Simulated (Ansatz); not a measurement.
# C2H8AlB: trial inputs and their diagnosis

3 inputs were typed for C2H8AlB. Each is run as it stands; the log then has to tell whether the result can be used.

Method: the settings change from run to run; program: Ansatz 0.2.0, Gaussian basis.

**1. The relaxed structure**

The geometry comes from an earlier relaxation with PBE0-D4 in a triple-zeta def2 set; it is a stationary point, not always the lowest conformer.

SMILES `C[B](C)[AlH2]`, 12 atoms, charge 0, spin multiplicity 1.

Atoms are counted from 1 here; the program's logs count them from 0.

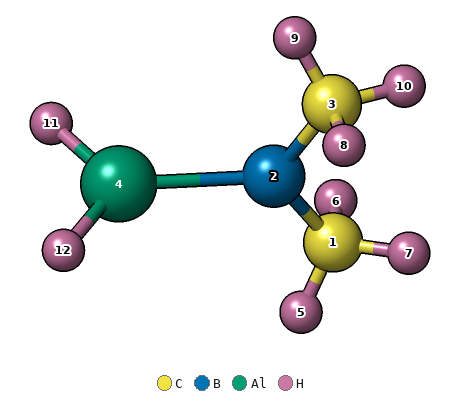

The structure; carbon yellow, boron blue, aluminium teal, hydrogen pink; atoms are numbered from 1 in the order of the file.

**2. Try 1**

Contents of in.yaml:

```yaml
crystal:
  periodic: [false, false, false]
  atoms:
    - {symbol: C, position_ang: [0.094320, 1.395250, -0.728701]}
    - {symbol: B, position_ang: [0.022795, 0.015752, 0.012539]}
    - {symbol: C, position_ang: [0.897836, -0.160291, 1.301234]}
    - {symbol: Al, position_ang: [-1.224930, -1.569082, -0.709760]}
    - {symbol: H, position_ang: [-0.095685, 1.386460, -1.804228]}
    - {symbol: H, position_ang: [-0.730458, 1.979071, -0.285544]}
    - {symbol: H, position_ang: [1.008444, 1.963673, -0.525361]}
    - {symbol: H, position_ang: [1.840232, -0.594722, 0.926209]}
    - {symbol: H, position_ang: [0.529678, -0.860656, 2.054147]}
    - {symbol: H, position_ang: [1.173097, 0.783033, 1.785436]}
    - {symbol: H, position_ang: [-2.770890, -1.678347, -0.317298]}
    - {symbol: H, position_ang: [-0.667538, -2.715343, -1.674773]}
basis:
  gaussian: {orbitals: def2-SVP}
magnetization: {spin_polarized: true, initial_magnetization: 1}
hamiltonian: {xc: {name: PBE-QIDH}}
scf: {lower_state_search: off}
```

The run is started by

```sh
$ ansatz run in.yaml --threads 2 --pin off --events-out ev --progress --plain --max-ram 4352MiB
```

Output:

```text
Error: a molecule whose nuclei and cores have a total charge of 38 cannot have a net charge of 0 together with 1 unpaired electrons
```

Run time: 0.05 s. Hardware: 2 threads of Arm Neoverse V1, shared host.

What is wrong: The program refused the input. The number of unpaired electrons doesn't fit the electron count. Fix: make charge and initial_magnetization agree: an even electron count takes an even number of unpaired electrons.

**3. Try 2**

Contents of in.yaml:

```yaml
crystal:
  periodic: [false, false, false]
  atoms:
    - {symbol: C, position_ang: [0.094320, 1.395250, -0.728701]}
    - {symbol: B, position_ang: [0.022795, 0.015752, 0.012539]}
    - {symbol: C, position_ang: [0.897836, -0.160291, 1.301234]}
    - {symbol: Al, position_ang: [-1.224930, -1.569082, -0.709760]}
    - {symbol: H, position_ang: [-0.095685, 1.386460, -1.804228]}
    - {symbol: H, position_ang: [-0.730458, 1.979071, -0.285544]}
    - {symbol: H, position_ang: [1.008444, 1.963673, -0.525361]}
    - {symbol: H, position_ang: [1.840232, -0.594722, 0.926209]}
    - {symbol: H, position_ang: [0.529678, -0.860656, 2.054147]}
    - {symbol: H, position_ang: [1.173097, 0.783033, 1.785436]}
    - {symbol: H, position_ang: [-2.770890, -1.678347, -0.317298]}
    - {symbol: H, position_ang: [-0.667538, -2.715343, -1.674773]}
basis:
  gaussian: {orbitals: "6-31++G**"}
magnetization: {spin_polarized: true, initial_magnetization: 1}
hamiltonian: {xc: {name: HF}}
correlation: {method: rpa}
```

The command is unchanged.

Output:

```text
Error: a molecule whose nuclei and cores have a total charge of 38 cannot have a net charge of 0 together with 1 unpaired electrons
```

Run time: 0.05 s. Hardware: 2 threads of Arm Neoverse V1, shared host.

**Diagnosis.** Refused before any calculation. The number of unpaired electrons doesn't fit the electron count. Fix: make charge and initial_magnetization agree: an even electron count takes an even number of unpaired electrons.

**4. Try 3**

Contents of in.yaml:

```yaml
crystal:
  periodic: [false, false, false]
  atoms:
    - {symbol: C, position_ang: [0.094320, 1.395250, -0.728701]}
    - {symbol: B, position_ang: [0.022795, 0.015752, 0.012539]}
    - {symbol: C, position_ang: [0.897836, -0.160291, 1.301234]}
    - {symbol: Al, position_ang: [-1.224930, -1.569082, -0.709760]}
    - {symbol: H, position_ang: [-0.095685, 1.386460, -1.804228]}
    - {symbol: H, position_ang: [-0.730458, 1.979071, -0.285544]}
    - {symbol: H, position_ang: [1.008444, 1.963673, -0.525361]}
    - {symbol: H, position_ang: [1.840232, -0.594722, 0.926209]}
    - {symbol: H, position_ang: [0.529678, -0.860656, 2.054147]}
    - {symbol: H, position_ang: [1.173097, 0.783033, 1.785436]}
    - {symbol: H, position_ang: [-2.770890, -1.678347, -0.317298]}
    - {symbol: H, position_ang: [-0.667538, -2.715343, -1.674773]}
basis:
  gaussian: {orbitals: def2-SVPD}
magnetization: {spin_polarized: true, initial_magnetization: 2}
hamiltonian: {xc: {name: PBE0}, dispersion: rvv10}
output: {forces: true}
```

Launched as before.

Output:

```text
Error: inconsistent input (hamiltonian.dispersion, hamiltonian.xc): `dispersion: rvv10` has no transferable b for PBE exchange — Sabatini et al. (2013) fitted b=6.3 to rPW86, and the PBE refits of Peng & Perdew (2017) are task-dependent (b=6.6 S22 / b=10.0 layered). Use `xc: {exchange: rpw86, correlation: pbe}` for the original rVV10 or `xc: r2scan` for the r²SCAN+rVV10 pairing
```

Run time: 0.05 s. Hardware: 2 threads of Arm Neoverse V1, shared host.

Diagnosis: The program refused the input. The dispersion term doesn't go with the functional. It also asks for charge 0 and multiplicity 3, another species or state than the molecule above. To mend it, leave the dispersion key out, or pick one that has parameters for this functional, and set charge and spin to those of the species named.

**5. How the tries ended**

| try | level | ended | cause | time |
| --- | --- | --- | --- | --- |
| 1 | PBE-QIDH/def2-SVP | refused | the number of unpaired electrons doesn't fit the electron count | 0.05 s |
| 2 | RPA/6-31++G** | refused | the number of unpaired electrons doesn't fit the electron count | 0.05 s |
| 3 | PBE0/def2-SVPD | refused | the dispersion term doesn't go with the functional | 0.05 s |

**Reading.** 3 refused. A refusal costs next to no computing time.
